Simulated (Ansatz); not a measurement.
## Electronic structure of AlH$_{4}$O$_{2}$P···H$_{2}$ in real space

Input file:

```
crystal:
  periodic: [false, false, false]
  atoms:
    - { symbol: Al, position_ang: [0.004829, 0.613987, -0.196555] }
    - { symbol: H, position_ang: [0.124647, -0.174052, 2.449417] }
    - { symbol: O, position_ang: [1.465042, -0.305032, -0.302381] }
    - { symbol: H, position_ang: [1.504105, -1.13211, -0.813355] }
    - { symbol: O, position_ang: [-1.500847, 0.117733, -0.88643] }
    - { symbol: H, position_ang: [-1.577718, -0.723194, -1.369851] }
    - { symbol: P, position_ang: [0.02854, 2.606556, 0.940359] }
    - { symbol: H, position_ang: [1.43253, 2.452091, 1.210024] }
    - { symbol: H, position_ang: [0.284064, 3.398839, -0.233544] }
    - { symbol: H, position_ang: [-0.210093, 0.455982, 2.429116] }
basis:
  gaussian: { orbitals: "6-31G*" }
hamiltonian:
  xc: pbe
relax:
  f_tol: 0.03
  max_steps: 50
output:
  orbitals: {}
```

Run with:

```sh
ansatz run input.yaml --threads 1 --pin off --max-ram 2048MiB --backend cpu --events-out ev --progress --plain --runs-dir out
```

The fields are those of the run's last geometry, not of the input's.

All numbers below come from RKS PBE/6-31G* in Ansatz 0.2.0.

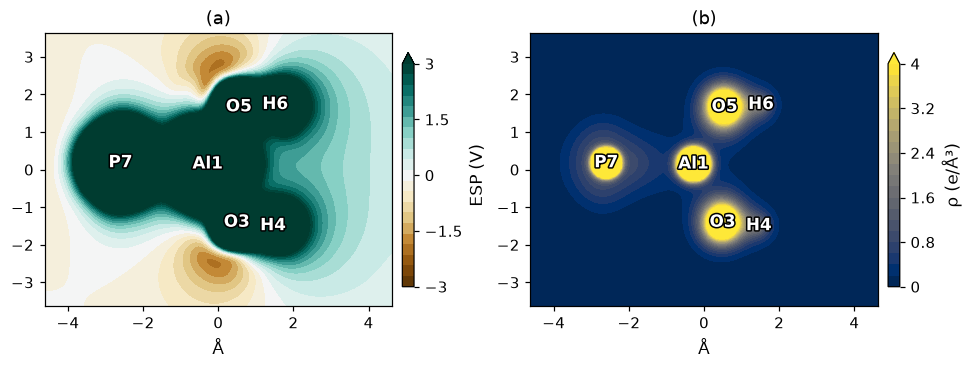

Figure 1. (a) electrostatic potential; (b) electron density on the plane of atoms Al1, O5 and H6.

Question: Describe what can be read from this map.

Answer:
- The section cuts through Al, O, H and P sites.
- Al–O (1.73 Å): ρ at the midpoint is about 0.8 e/Å³.
- Al–P (2.33 Å): ρ is about 0.58 e/Å³ halfway.
- O–H (0.97 Å): the density is about 3.5 e/Å³ at the midpoint.
- Outside the dense part of the complex the potential is most negative (−1.9 V) near O5.

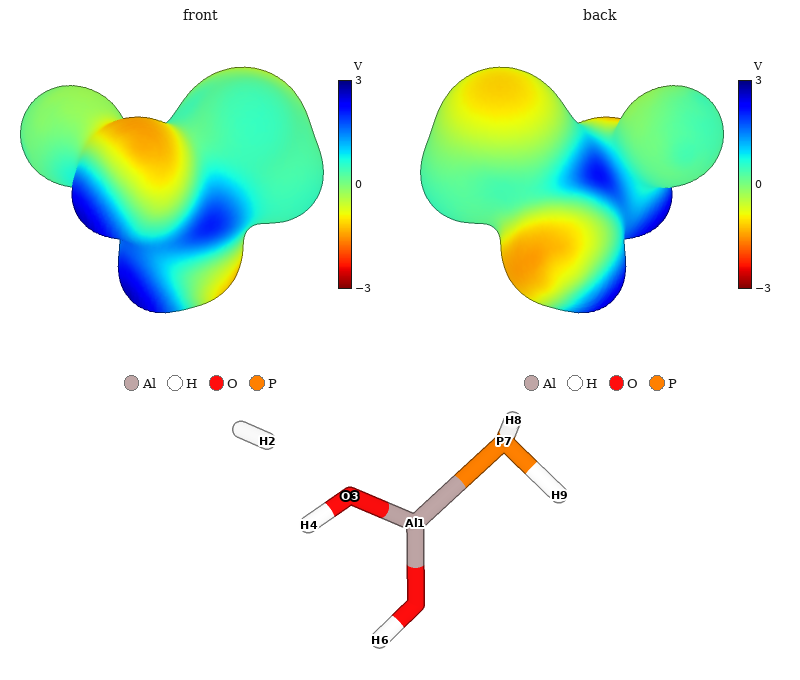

Figure 2. The electrostatic potential painted on the density surface at 0.002 e/bohr³, seen from the front and from behind; red is negative and blue positive. The bare structure is drawn below in the same view.

Question: Where is the surface potential most negative and most positive?

Answer: The most negative region (about −1.4 V) lies over O3 and O5, the most positive (about +2.6 V) over H4 and H6.

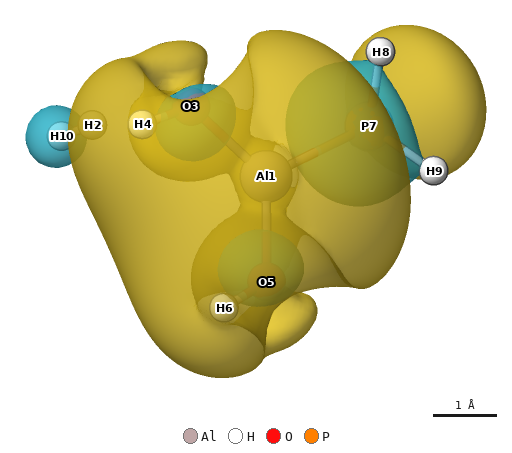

Figure 3. The LUMO at ±0.06 Å⁻³ᐟ² (yellow and cyan are the two phases), seen at a tilt.

Question: What is the character of this orbital?

Answer: Its weight (Hirshfeld) is mainly on Al1 (about 45 %), P7 (about 15 %), O5 (about 10 %), O3 (about 10 %) and H6 (about 5 %). Its energy is −1.28 eV.
